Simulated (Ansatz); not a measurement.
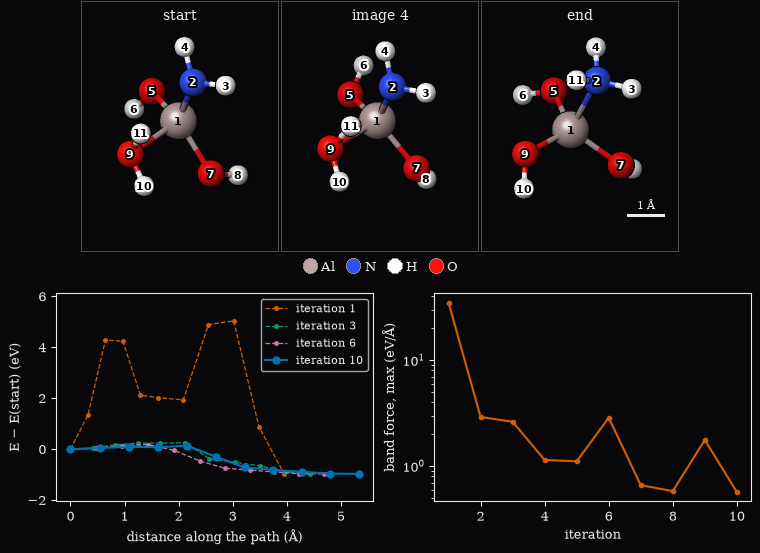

NEB run on AlNH₆O₃. Images are numbered from 0 (start) to 10 (end). The plot follows the band through its iterations. Style: ball-and-stick. Shown from a free direction.

The calculation used RKS CAM-B3LYP-D4/6-31G* in Ansatz 0.2.0. Set-up: 9 movable images; climbing image; force threshold 0.05 eV/Å; iteration limit 10; starting path through a guess of the saddle point.

How did the profile develop, and is the result final?

The result isn't final. The band hadn't converged when the run stopped after 10 iterations. The largest component of the band force went from 35 to 0.57 eV/Å. The barrier read from it is provisional: over the last two iterations the highest image moved from 0.16 eV to 0.13 eV. The iteration limit was low. The first iteration put the highest image at 5.04 eV. The highest point, image 4, lies 0.13 eV above the start and 1.10 eV above the end; the end is at −0.97 eV relative to the start.
